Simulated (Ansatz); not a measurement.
Pulling on the Pb1–H2 bond in BrHPb (SMILES [Br][PbH]) (multiplicity 1 held, fragments rigid). Energies count from the point at 1.861 Å.
Geometry at that point (charge 0, multiplicity 1):
```csv
atom,x (Å),y (Å),z (Å)
Pb,-0.4437,-0.3661,0.5314
H,-1.6410,-0.9649,-0.7610
Br,1.0864,0.8854,-1.2232
```

R- and RO- levels are restricted; in cc, def2 and unpolarised 6-31G sets they are followed outwards from rest. U- levels take the lowest unrestricted solution at each point, which mixes spins at long bonds. Active spaces are followed from a long bond inwards. Levels need not reach the same state.

Correlated levels freeze the cores. Filled d and f shells under p-block atoms count as core.

Run with Ansatz (a program for electronic structure) with Gaussian orbitals. Values without a source in brackets are computed. In def2 rows elements past Kr take small-core potentials, without spin–orbit coupling.

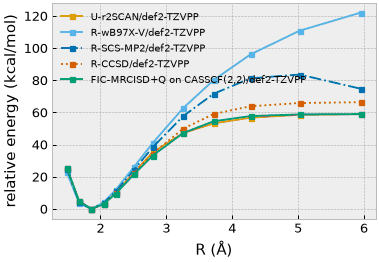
Fig. 1. Relative energy along the coordinate

Question: Read off the R-SCS-MP2/def2-TZVPP curve at R = 3.721.

Answer: about 72 kcal/mol

Doubts at one or more of the structures used: a spin-contaminated determinant (U-r2SCAN/def2-TZVPP); a restricted determinant that unrestricted orbitals would lower (R-wB97X-V/def2-TZVPP, R-SCS-MP2/def2-TZVPP, R-CCSD/def2-TZVPP); T1 above 0.05 (R-CCSD/def2-TZVPP); other coupled-cluster roots lie near (R-CCSD/def2-TZVPP).
